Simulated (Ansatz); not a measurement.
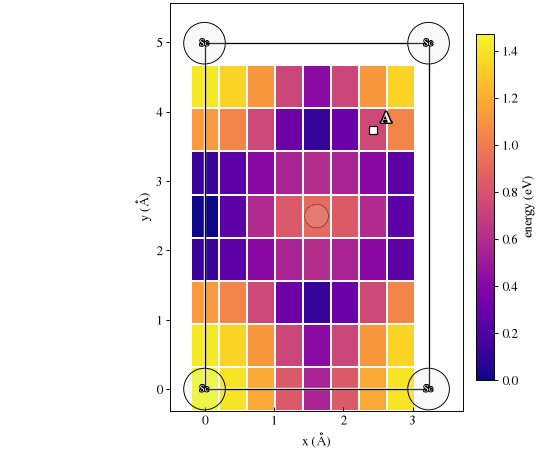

H on a Sc(100) slab cut from the P6_3/mmc phase, its upper half relaxed before the scan (8 atoms of substrate and one adsorbate in a 2 × 1 cell). H is moved over the surface cell; relaxed at each place: the height of the adsorbate's atoms; substrate rigid; the origin of the map has the adsorbate above Sc7. Places are given modulo a cell vector. The map is drawn in real space over the plane of the surface. The scan uses an 8 × 8 grid; 25 points were computed and 39 follow by symmetry. Places are given in fractions of the 1 × 1 surface cell. All energies are given in eV relative to the lowest grid point. The relaxed height changes by up to 1.1 Å between neighbouring points. Level of theory: DFT LDA, scalar-relativistic, plane waves, PAW (Ansatz). Settings: cutoff 420 eV, k-mesh 4×6×1, gaussian smearing 0.1 eV, no spin polarisation.

Drawn: one coloured cell a grid point, labelled circles for the atoms of the top layer and small ones for the second layer, the outline of one cell of the plane, the point A.

> Which way does the force act at A, and how strong is it?

A, at (6/8, 6/8) of the cell vectors, is not a stationary point. The computed force is 1.5 eV/Å in the plane, pointing down and left in the picture (components −1.0 and −1.1 eV/Å).
